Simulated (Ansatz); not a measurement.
# A hypothetical structure for BaTi2Ga2, part 2 of 2

This structure for BaTi2Ga2 is made up. Its elements were placed in a known structure type with a cell scaled to their sizes. What cell does the guess relax to, and how far off was it?

Ansatz 0.2.0; DFT, PBE, plane-wave PAW, files of the set soft_1, scalar-relativistic, no spin, cell and ions relaxed at zero pressure; PAW set soft_1 (the session's first sound run).

So far: The starting structure; Relaxation of the guess. The relaxed cell has a = 4.842, c = 10.840 Å (conventional setting).

## 3. Bands of the relaxed cell

With the geometry fixed, one more self-consistent run, with a narrower smearing and the mesh shown in its input, gives the bands, and its pressure, and its forces where symmetry allows any, show how far the geometry depends on these settings.

This step: DFT, PBE, plane-wave PAW, files of the set soft_1, scalar-relativistic, no spin, bands and density of states at the relaxed cell; PAW set soft_1 (Ansatz 0.2.0).

Contents of input.yaml:

```yaml
crystal:
  lattice:
    - [-2.4209096747, 2.4209096747, 5.4199970861]
    - [2.4209096747, -2.4209096747, 5.4199970861]
    - [2.4209096747, 2.4209096747, -5.4199970861]
  atoms:
    - { symbol: Ba, position: [0.0, 0.0, 0.0] }
    - { symbol: Ga, position: [0.25, 0.75, 0.5] }
    - { symbol: Ga, position: [0.75, 0.25, 0.5] }
    - { symbol: Ti, position: [0.6629540208, 0.6629540208, 0.0] }
    - { symbol: Ti, position: [0.3370459792, 0.3370459792, 0.0] }
kpoints:
  mp_grid: { grid: [10, 10, 10] }
  band_path:
    path:
      - [[0.0, 0.0, 0.0], [0.0, 0.0, 0.5], [-0.09975371, 0.09975371, 0.5], [-0.29987686, 0.29987686, 0.29987686], [0.0, 0.0, 0.0], [0.5, 0.5, -0.5], [0.29987686, 0.70012314, -0.29987686], [0.0, 0.5, 0.0], [0.25, 0.25, 0.25], [0.5, 0.5, -0.09975371], [0.5, 0.5, -0.5]]
      - [[0.0, 0.0, 0.5], [0.25, 0.25, 0.25]]
    npoints: 7
scf:
  occupations: { method: fermi_dirac, width: 0.03 }
  n_extra_bands: 9
hamiltonian:
  xc: pbe
  pseudopotentials: { kind: paw, azcp: { folder: soft_1 } }
output:
  forces: true
  stress: true
  write_bands: true
  dos: { projected: true }
  write_density: true
  write_potential: true
  elf: true
  volumetric_format: npy
```

Command:

```sh
ansatz run input.yaml --threads 4 --pin off --max-ram 10240MiB --backend cpu --events-out ev --progress --plain --runs-dir out
```

Numbers of over 12 decimals in the logs are rounded to 6 here.

Log:

```text
[...]
Crystal: 5 atoms, lattice volume = 127.062 Å³
Basis set: ecut = 420 eV, 2519 PW (Γ), exchange–correlation on 90×90×90 points (8 copies of the dense FFT grid, shifted against one another)
Bands: 39, of which v1, the nominal top of the filled ones, is band 30 counted from 1 (29 counted from 0)
Symmetry: 16 space group operations
[...]
k-points: 102 of 1000
[...]
SCF iter   1: F=—  HF=-18515.649165 eV  |F-HF|=—  |Δ(HF+E_count)|=         —  Δρ=4.57e-2  dr2=3.35e0  ethr=3.10e-3  ⟨swp⟩=7.7  Hψ=16541  notcnv=0
[...]
SCF iter  10: F=-18514.786289 eV  HF=-18514.786289 eV  |F-HF|=2.13e-8  |Δ(HF+E_count)|=   2.35e-8  Δρ=6.77e-6  dr2=6.76e-8  ethr=1.67e-10  ⟨swp⟩=14.0  Hψ=25484  notcnv=0
SCF 1 converged in 10 iterations: F = -18514.786289 eV  dr2 = 6.76e-8
[...]
NSCF: frozen V_eff on 79 k-points
SCF converged after 10 iterations
Free energy (F): -18514.786289 eV
[...]
Internal energy: -18514.775329 eV  (E = F + TS)
E sigma→0 (E₀):  -18514.780809 eV
Entropy (-TS):   -0.010960 eV (-2.192 meV/atom)
Fermi energy:    8.964013 eV
[...]
--- Forces (eV/Å), atoms counted from 1 ---
  atom   1  Ba     0.00000000     0.00000000     0.00000000
  atom   2  Ga     0.00000000     0.00000000     0.00000000
  atom   3  Ga    -0.00000000     0.00000000     0.00000000
  atom   4  Ti     0.00000000    -0.00000000    -0.01069098
  atom   5  Ti    -0.00000000    -0.00000000     0.01069098
  max |Σ_I F_I| component: 1.24e-17 eV/Å
--- Stress (GPa, compression-positive) ---
        0.015667      -0.000000       0.000000
       -0.000000       0.015667      -0.000000
        0.000000       0.000000      -0.017752
  P = ⅓ Tr σ = 0.0045 GPa (0.045 kbar)
--- Band table (eV; the first three rows and the last of 102) ---
  k-point 0: bands = [... 26 lower, 7.5399, 7.8529, 8.1761, 9.0336, 9.3052, 9.3052, 9.7332, 10.1857, ... 5 higher]
  k-point 1: bands = [... 26 lower, 7.7496, 7.8730, 8.2124, 8.8807, 9.3312, 9.4124, 9.7315, 10.1768, ... 5 higher]
  k-point 2: bands = [... 26 lower, 7.9822, 7.9908, 8.0340, 8.7929, 9.1809, 9.6193, 9.7769, 10.2192, ... 5 higher]
  k-point 101: bands = [... 26 lower, 7.3600, 8.0982, 8.6524, 9.2535, 9.4138, 9.4138, 9.9081, 10.2293, ... 5 higher]
```

The job ended after 9.3 s (4 threads of Intel Xeon Platinum 8488C (Sapphire Rapids), shared host; peak memory 0.85 GiB; 36 s of CPU time).

This step gave:

| Property | Result |
| --- | --- |
| free energy | -18514.7863 eV |
| energy at zero smearing | -18514.7808 eV |
| smearing term TS | 0.01096 eV |
| Fermi energy | 8.964 eV |
| pressure | 0.004527 GPa |

From bands.tsv, the bands that come nearest the Fermi level along the path, at its corners, in eV from the Fermi level:

```tsv
point	band 27	band 28	band 29	band 30	band 31	band 32	band 33	band 34
Γ	-1.42	-1.11	-0.79	0.07	0.34	0.34	0.77	1.22
X	-0.58	-0.47	-0.41	0.05	0.11	0.29	0.37	0.77
Y	-0.95	-0.68	-0.35	-0.17	0.34	0.38	0.52	0.80
S	-1.22	-0.99	-0.74	-0.17	0.37	0.41	0.64	1.13
Γ	-1.42	-1.11	-0.79	0.07	0.34	0.34	0.77	1.22
Z	-1.60	-0.87	-0.31	0.29	0.45	0.45	0.94	1.27
S1	-1.22	-0.99	-0.74	-0.17	0.37	0.41	0.64	1.13
N	-0.99	-0.83	-0.71	-0.51	0.07	0.34	0.48	1.12
P	-0.52	-0.52	-0.29	0.06	0.11	0.50	0.56	0.70
Y1	-0.95	-0.68	-0.35	-0.17	0.34	0.38	0.52	0.80
Z	-1.60	-0.87	-0.31	0.29	0.45	0.45	0.94	1.27
X	-0.58	-0.47	-0.41	0.05	0.11	0.29	0.37	0.77
P	-0.52	-0.52	-0.29	0.06	0.11	0.50	0.56	0.70
```

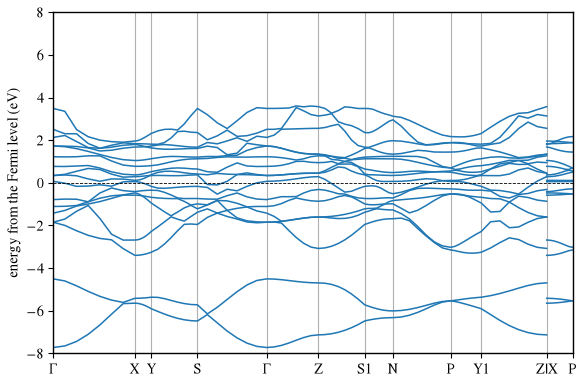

Bands along the path. 22 bands lie wholly below the window drawn.

States per cell as run, both spins, in windows of 1 eV, from dos.tsv (zero at the Fermi level):

```csv
from,to,total
-8,-7,0.46
-7,-6,1.32
-6,-5,1.86
-5,-4,0.37
-4,-3,0.12
-3,-2,1.88
-2,-1,3.72
-1,0,6.26
0,1,6.53
```

A further 44.0 states lie below the table's range.

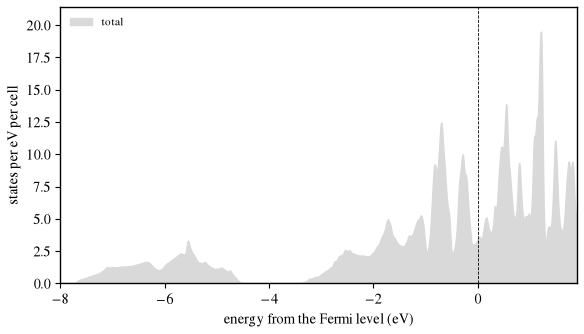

Total density of states, smoothed over about 0.04 eV.

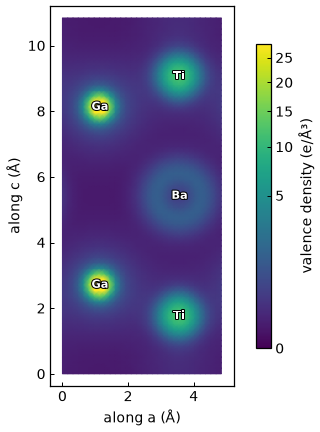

Valence density in the ac plane of the conventional cell at fractional y = 0.000, with atoms of Ba and Ga and Ti within 0.2 Å of it. It is the smooth field of the valence electrons, not physical close to the nuclei. The map starts off the cell's origin, so that atoms lie inside it. The colour scale is stretched toward low values.

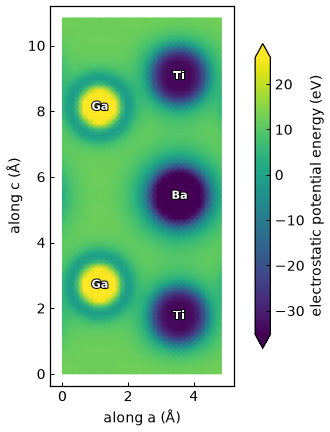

Electrostatic potential energy in the ac plane of the conventional cell at fractional y = 0.000, with atoms of Ba and Ga and Ti within 0.2 Å of it. With pseudopotentials it is smooth inside the atoms' cores, unlike the true potential. The map starts off the cell's origin, so that atoms lie inside it.

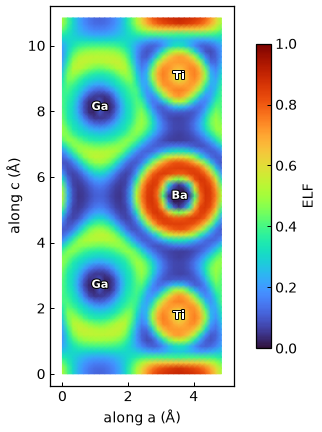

ELF in the ac plane of the conventional cell at fractional y = 0.000, with atoms of Ba and Ga and Ti within 0.2 Å of it. It is the smooth field of the valence electrons, not physical close to the nuclei. The map starts off the cell's origin, so that atoms lie inside it.

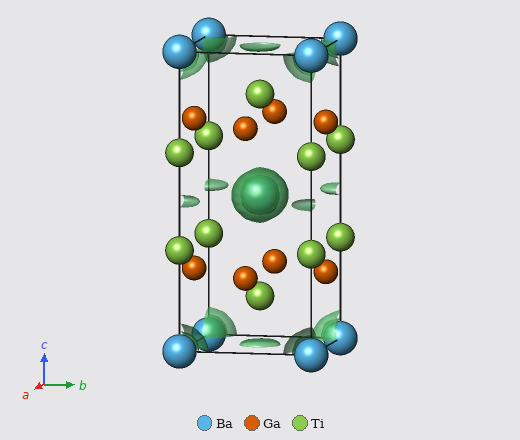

Surface of ELF = 0.82.

## 4. Results

| Item | Value |
| --- | --- |
| space group, relaxed | I4/mmm |
| conventional cell | a = 4.842, b = 4.842, c = 10.840 Å; α = 90.0°, β = 90.0°, γ = 90.0° |
| volume per atom | 25.41 Å³ (guess 19.48) |

BaTi2Ga2 relaxes to I4/mmm with a = 4.842, b = 4.842 and c = 10.840 Å. The guessed volume was 23 % too small. The space group I4/mmm was held in the relaxation, so the end point is a stationary structure within it and may be a saddle against distortions or other arrangements. Bands cross the Fermi level, so it is a metal or semimetal at this level. On the 10×10×10 mesh with the narrower smearing (relaxed on 9×9×9) the largest force component is 0.011 eV/Å and the largest stress component is 0.018 GPa, within the relaxation's thresholds of 0.015 eV/Å and 0.05 GPa. The cutoff wasn't tested. Spin-orbit coupling is left out, which can matter for elements this heavy. No dispersion term is used, so weakly bound directions may come out too long. The runs have no spin, and magnetism wasn't tested. Nothing here tests whether the compound is stable against decomposition.

[Logs are printed without paths, hosts, clocks, repeated set-up lines and the standing remarks that a program may print on its own settings, such as how far it seeks lower states.]

[Hosts, paths, dates, database ids (printed as entryN), source tags and the programs' standing remarks are cut or masked in the printed files.]
